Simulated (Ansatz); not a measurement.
System: H2Mg, singlet: map of symmetric stretch and bend. Scanned: Mg-H bond length and H-Mg-H angle.

Computed with CCSD(T) on RHF/def2-SVP, frozen core in Ansatz (a program for electronic structure).

Energy in kJ/mol above the lowest grid point; x is the Mg-H bond length (Å), y the H-Mg-H angle (°).

| y \ x | 1.45 | 1.54 | 1.64 | 1.72 | 1.78 | 1.89 | 1.98 | 2.05 | 2.16 | 2.23 | 2.31 |
|---|---|---|---|---|---|---|---|---|---|---|---|
| 180 | 83.2 | 30.9 | 4.2 | 0.0 | 4.3 | 24.2 | 48.7 | 71.2 | 110.2 | 136.4 | 166.7 |
| 171.67 | 84.4 | 32.1 | 5.3 | 1.0 | 5.3 | 25.2 | 49.6 | 72.1 | 111.1 | 137.2 | 167.4 |
| 159.01 | 90.8 | 38.2 | 11.2 | 6.7 | 10.8 | 30.4 | 54.6 | 76.9 | 115.6 | 141.5 | 171.5 |
| 150.54 | 98.3 | 45.5 | 18.2 | 13.4 | 17.3 | 36.6 | 60.5 | 82.6 | 120.9 | 146.5 | 176.2 |
| 138.47 | 113.9 | 60.6 | 32.7 | 27.4 | 30.9 | 49.4 | 72.7 | 94.2 | 131.7 | 156.7 | 185.8 |
| 127.80 | 132.6 | 78.9 | 50.3 | 44.4 | 47.3 | 64.8 | 87.3 | 108.2 | 144.5 | 168.9 | 197.1 |
| 120.04 | 149.4 | 95.3 | 66.0 | 59.5 | 62.0 | 78.6 | 100.3 | 120.6 | 155.9 | 179.6 | 207.0 |
| 112.02 | 170.0 | 115.1 | 85.0 | 77.8 | 79.8 | 95.2 | 116.0 | 135.4 | 169.6 | 192.5 | 218.9 |
| 100.10 | 207.7 | 151.2 | 119.3 | 110.7 | 111.5 | 124.8 | 143.9 | 161.9 | 193.8 | 215.2 | 239.9 |
| 91.25 | 242.4 | 184.4 | 150.7 | 140.5 | 140.3 | 151.6 | 169.0 | 185.8 | 215.6 | 235.6 | 258.7 |
| 78.12 | 307.2 | 246.5 | 209.6 | 196.8 | 194.4 | 202.0 | 216.2 | 230.4 | 256.1 | 273.5 | 293.4 |
| 70 | 355.7 | 293.6 | 254.8 | 240.3 | 236.5 | 241.4 | 253.1 | 265.4 | 287.9 | 303.1 | 320.2 |

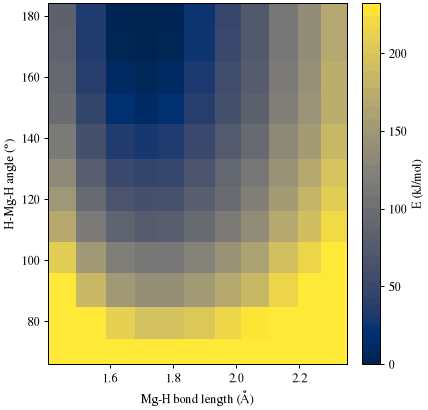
Energy surface, cut off at 232 kJ/mol.

Points that lie below all their neighbours on the grid: x = 1.72, y = 180 on the edge of the grid (0.0 kJ/mol).
